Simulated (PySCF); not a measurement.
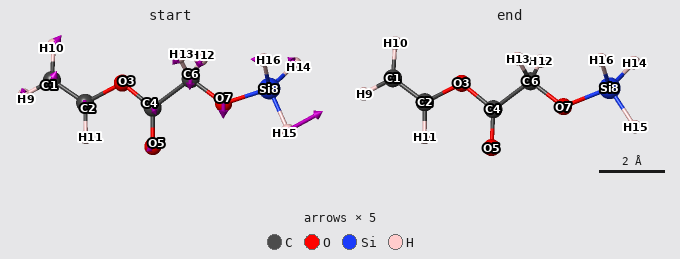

The structure of C$_{4}$H$_{8}$O$_{3}$Si before (left) and after (right) a relaxation, at one scale. The purple arrows give the displacements, magnified 5 times.

A ball-and-stick model, seen at a tilt.

The start comes from GFN2-xTB. Its atoms were then displaced at random by about 0.01 Å.

These are results of PBE0-D3(BJ)/def2-SVP geometry optimisation, gas phase (PySCF), not measurements. 

Summarise the run.

The atom that moves furthest after the best rigid fit is H15 (0.27 Å). Largest moves by element: H 0.27 Å, O 0.10 Å, C 0.07 Å, Si 0.02 Å. Among the contacts that change: C1–H9 1.037 → 1.090 Å, O3–C4 1.305 → 1.355 Å, O7–Si8 1.619 → 1.667 Å, C4–C6 1.551 → 1.511 Å. Bond angles that change, for instance: O7–Si8–H15 99.7° → 106.3°, H15–Si8–H16 114.9° → 110.7°, C6–O7–Si8 129.4° → 125.2°. Over 8 geometry steps the energy falls by 6.55 kcal/mol.
